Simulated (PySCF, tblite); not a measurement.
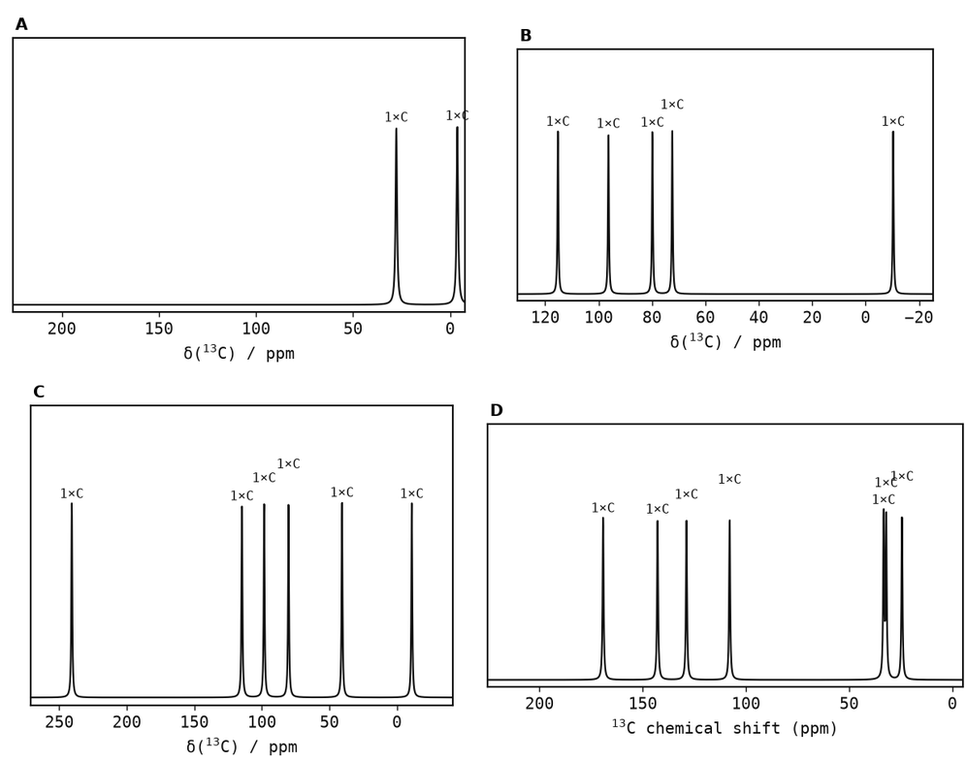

GIAO shifts, PBE0/pcSseg-1 with PySCF 2.14.0, at a GFN2-xTB geometry (a minimum by its frequencies), against TMS for ¹³C computed at the same level. Gas phase, fully decoupled, line heights follow the number of nuclei, widths are arbitrary (no quadrupolar broadening); values of one conformer, averaged over methyl-type rotors and exact or near symmetry; other conformers aren't averaged in.

> Pair each panel with its molecule.
1. C₅H₉Cl₂FSi₂, SMILES C[SiH2][C@@H](F)C#C[SiH2]C(Cl)Cl
2. C₆H₁₁FOSi₂, SMILES C[SiH2][C@H](F)C#C[SiH2]C(C)=O
3. C₂H₁₄NPSi₄, SMILES [SiH3]CN[Si@@H]1C[SiH2][Si@H]1P
4. C₇H₁₀F₂Si, SMILES C[C@]1([SiH2]F)C=CC(F)=CC1

A: 3 (27.7 (1 C), −3.7 (1 C) ppm)
B: 1 (115.2 (1 C), 96.3 (1 C), 79.8 (1 C), 72.4 (1 C), −10.3 (1 C) ppm)
C: 2 (240.7 (1 C), 114.8 (1 C), 98.3 (1 C), 80.3 (1 C), 40.7 (1 C), −11.0 (1 C) ppm)
D: 4 (169.2 (1 C), 142.8 (1 C), 128.8 (1 C), 107.9 (1 C), 33.3 (1 C), 32.1 (1 C), 24.4 (1 C) ppm)

Limits of at least one run: the tight-binding geometry is rougher than a DFT one and adds to the error.
